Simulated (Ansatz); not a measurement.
```yaml
atoms:
  - { symbol: C, position_ang: [-1.0535, -0.1033, 0.5560] }
  - { symbol: In, position_ang: [-0.0509, 0.8232, 2.3559] }
  - { symbol: P, position_ang: [-1.2031, 1.4538, -0.0115] }
  - { symbol: H, position_ang: [-1.2847, -1.1443, 0.2869] }
```

Geometry: r2SCAN-D4/def2-SVP; core potentials replace the inner electrons of In.

Theory: Ansatz 0.2.0, isolated molecule in a Gaussian basis; Kohn-Sham density functional theory, functional PBE0.

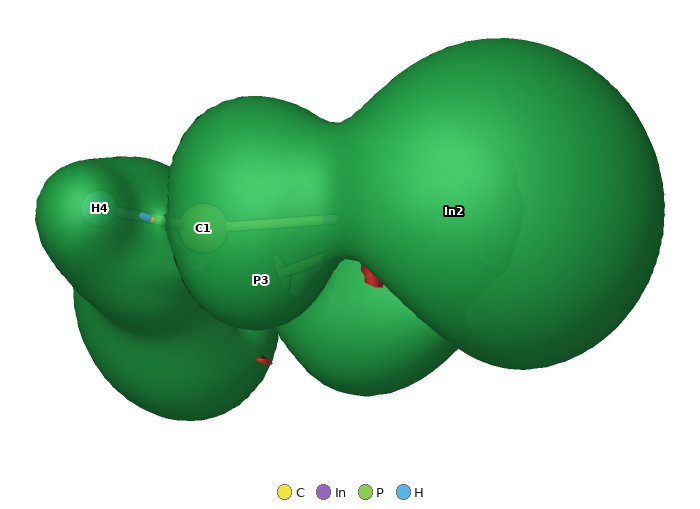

CHInP (charge +1, triplet). Isosurfaces of the spin density at +0.02 (green) and −0.02 e/Å³ (red), seen from one side.

Where is the unpaired spin?

Answer. The unpaired spin (2 electrons) lies mostly on In2 (about 0.8), P3 (about 0.7) and C1 (about 0.4), in electrons by Hirshfeld's partition.
